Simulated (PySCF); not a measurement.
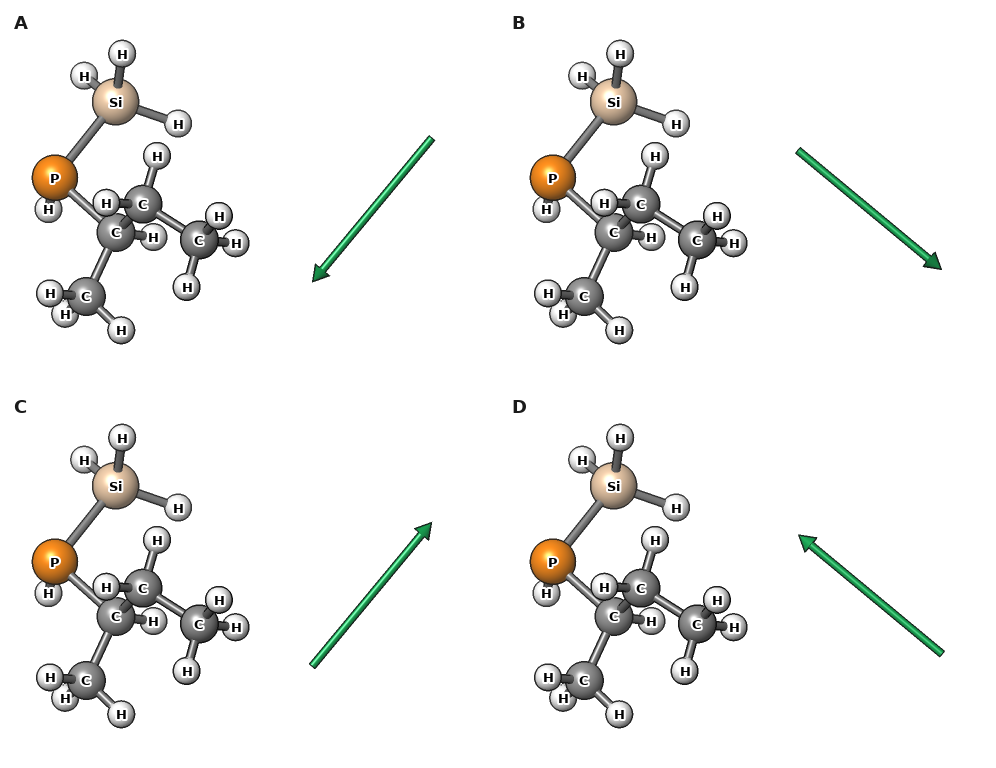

The same molecule four times, each with an arrow. Computed geometry: GFN2-xTB optimisation. No frequency run is at hand to confirm it as a minimum. Level of theory: PBE0/def2-SVPD, gas phase (PySCF 2.14.0).

Question: Which arrow points along the dipole moment, from the negative to the positive end?

Answer: B. The dipole moment is 1.37 D.

The geometry is semi-empirical. Around P, Si such bond lengths and angles can be off by a tenth of an ångström or more and by several degrees, and values that hang on the shape move with them.
